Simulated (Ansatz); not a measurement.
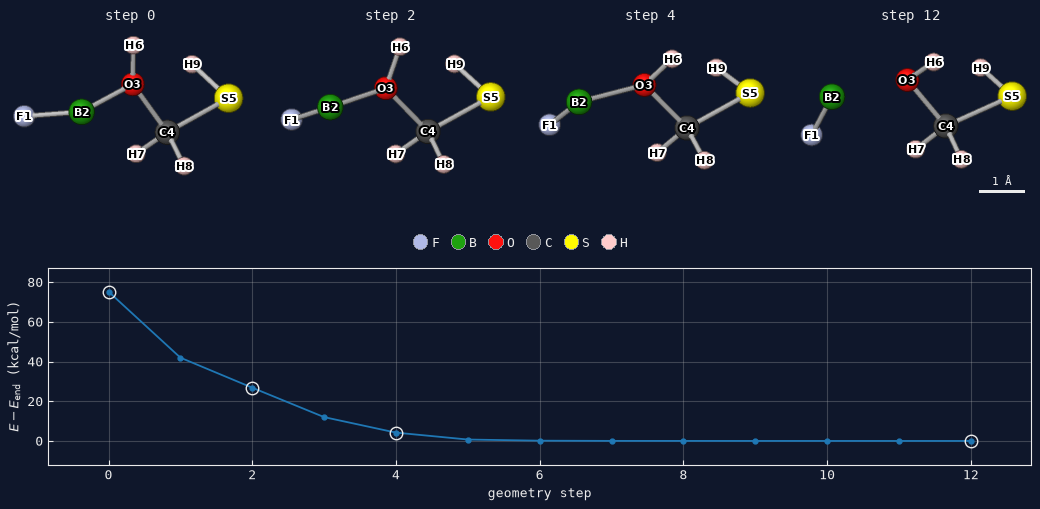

Frames of a relaxation of CH4BFOS, marked on the history of the run. Style: ball-and-stick. Shown at a tilt.

The run prepares an end point of a later path (hydrogen shift) calculation, from a guessed geometry.

The calculation used RKS PBE0-D4/STO-3G (Ansatz 0.2.0). (no spin polarisation; force threshold 0.02 eV/Å; at most 50 steps)

Describe the path.

Answer. B2 moves most after the best rigid fit: 0.77 Å. Largest moves by element: B 0.77 Å, H 0.60 Å, F 0.45 Å, O 0.20 Å, C 0.15 Å, S 0.09 Å. Some distances before and after: B2–C4 2.417 → 3.099 Å, B2–O3 1.460 → 2.003 Å, F1–B2 1.465 → 1.286 Å, C4–S5 1.769 → 1.814 Å. Bonds break: B2–O3 (1.46 → 2.00 Å). Bond angles that change, for instance: C4–O3–H6 148.0° → 104.5°, O3–C4–S5 108.8° → 114.3°, O3–C4–H7 108.1° → 104.5°. Groups turn about O3–C4 by about 35°. The energy falls by 75.2 kcal/mol in 12 geometry steps. Largest force component: 5.9 eV/Å at the start, 0.019 eV/Å at the end. Cost: 57 s on 1 thread of Arm Neoverse N1, on a shared host, peak memory 0.17 GiB. From step 0 to 2: B2 moves most (0.38 Å), energy −48.4 kcal/mol. From step 2 to 4: H6 moves most (0.39 Å), energy −22.6 kcal/mol. From step 4 to 12: F1 moves most (0.27 Å), energy −4.19 kcal/mol.

Limits of the set-up: STO-3G is a minimal basis, so the numbers are rough.
